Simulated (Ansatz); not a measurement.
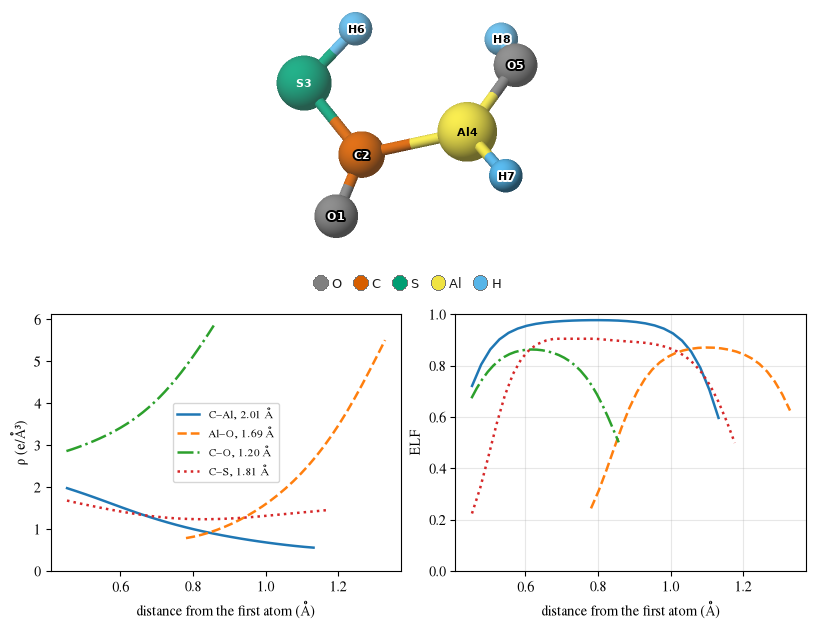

*CH3AlO2S (SMILES O=[C](S)[AlH][OH]). Total electron density and electron localisation function along straight lines between neighbouring atoms. The curves leave out the atomic cores. The structure is drawn too.*

Geometry: PBE0-D4/def2-TZVP.

Theory: RKS PBE0-D4/def2-TZVPP (Ansatz 0.2.0).

| atom | x (Å) | y (Å) | z (Å) |
| --- | --- | --- | --- |
| O | 1.3006 | -1.3414 | 1.4957 |
| C | 0.8285 | -0.4234 | 0.8779 |
| S | 1.0704 | 1.2636 | 1.4893 |
| Al | -0.2474 | -0.7602 | -0.7894 |
| O | -1.4740 | 0.3170 | -1.2182 |
| H | 0.4071 | 1.8581 | 0.4841 |
| H | 0.0239 | -2.0165 | -1.6899 |
| H | -1.8170 | 1.0456 | -0.7054 |

### Compare the contacts.

C–Al (2.01 Å): the density is about 0.68 e/Å³ at the midpoint; the ELF peaks at about 1 between the atoms; a shared but strongly polarised pair.
Al–O (1.69 Å): ρ at the midpoint is about 0.92 e/Å³; the ELF peaks at about 0.85 in the valence shell of O, 0.6 Å from its nucleus, and is about 0.50 at the midpoint.
C–O (1.20 Å): ρ is about 3.4 e/Å³ halfway; the ELF peaks at about 0.85 between the atoms: a multiple bond.
C–S (1.81 Å): ρ at the midpoint is about 1.3 e/Å³; the ELF peaks at about 0.90 between the atoms (localised, covalent bonding).
